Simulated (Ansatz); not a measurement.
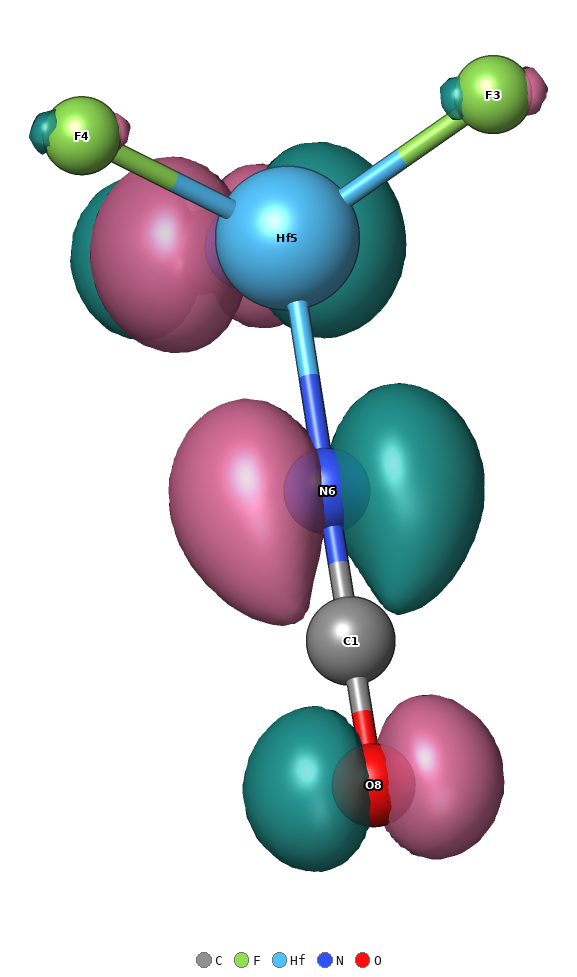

The picture shows: C$_{2}$F$_{2}$HfN$_{2}$O$_{2}$ (SMILES O=C=[N][Hf]([F])([F])[N]=C=O). The HOMO−1 at ±0.15 Å⁻³ᐟ² (teal and pink are the two phases), seen at an oblique angle.

Geometry: PBE0-D4/def2-SVP; core potentials replace the inner electrons of Hf.

Theory: isolated molecule in a Gaussian basis; Kohn-Sham density functional theory, functional PBE0 (Ansatz).

The calculation's input:

```
crystal:
  periodic: [false, false, false]
  atoms:
    - {symbol: C, position_ang: [2.750940, -0.406743, -0.278122]}
    - {symbol: C, position_ang: [-2.273138, -0.828095, 1.399029]}
    - {symbol: F, position_ang: [-0.843636, 0.400385, -2.425715]}
    - {symbol: F, position_ang: [-0.304812, 2.567443, -0.268328]}
    - {symbol: Hf, position_ang: [-0.271173, 0.700997, -0.636284]}
    - {symbol: "N", position_ang: [1.617342, -0.000671, -0.403135]}
    - {symbol: N, position_ang: [-1.514906, -0.263331, 0.642926]}
    - {symbol: O, position_ang: [3.839772, -0.798140, -0.156694]}
    - {symbol: O, position_ang: [-3.000380, -1.371835, 2.126323]}
basis:
  gaussian: {orbitals: def2-SVPD}
output: {forces: true, orbitals: {seedname: orbitals}}
hamiltonian: {xc: pbe0}
```

Command:

```sh
ansatz run input.yaml --threads 2 --pin off --max-ram 6090MiB --events-out events.jsonl --progress --plain --runs-dir runs
```

**What is the character of this orbital?**

Its weight (Hirshfeld) is mainly on N7 (about 25 %), N6 (about 25 %), O8 (about 15 %), O9 (about 15 %), Hf5 (about 10 %), C2 (about 5 %) and C1 (about 5 %); largely a combination of lone pairs on N7, N6, O8 and O9. Its energy is −9.47 eV.
